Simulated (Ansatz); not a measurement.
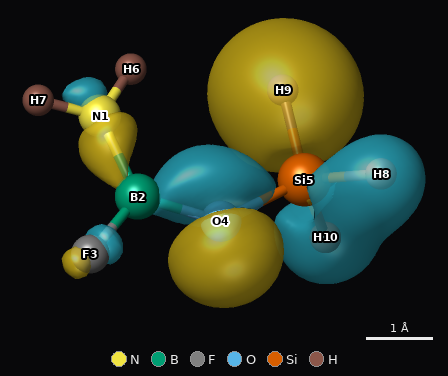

*BFH5NOSi (SMILES NB(F)O[SiH3]). The HOMO−1 at ±0.1 Å⁻³ᐟ² (yellow and cyan are the two phases), seen at an oblique angle.*

Geometry: PBE0-D4/def2-TZVP.

Computed with RKS PBE0-D4/def2-TZVPP in Ansatz.

Input file:

```
crystal:
  periodic: [false, false, false]
  atoms:
    - {symbol: N, position_ang: [-1.022917, 0.822602, 1.118534]}
    - {symbol: B, position_ang: [-0.481172, 1.141424, -0.134307]}
    - {symbol: F, position_ang: [-0.768919, 2.332439, -0.671128]}
    - {symbol: O, position_ang: [0.327486, 0.315975, -0.854265]}
    - {symbol: Si, position_ang: [0.977180, -1.179594, -0.699780]}
    - {symbol: H, position_ang: [-0.856785, -0.047615, 1.589393]}
    - {symbol: H, position_ang: [-1.615706, 1.462670, 1.614932]}
    - {symbol: H, position_ang: [0.506812, -2.029593, -1.819338]}
    - {symbol: H, position_ang: [0.562026, -1.798640, 0.591046]}
    - {symbol: H, position_ang: [2.455093, -1.070768, -0.732288]}
basis:
  gaussian: {orbitals: def2-TZVPP}
hamiltonian: {xc: pbe0, dispersion: d4}
output: {orbitals: {seedname: orbitals}}
```

Run with:

```sh
ansatz run in.yaml --threads 4 --pin off --events-out ev --progress --plain --max-ram 10444MiB
```

> What is the character of this orbital?

Its weight (Hirshfeld) is mainly on O4 (about 30 %), H9 (about 25 %) and Si5 (about 25 %). Its energy is −9.31 eV.
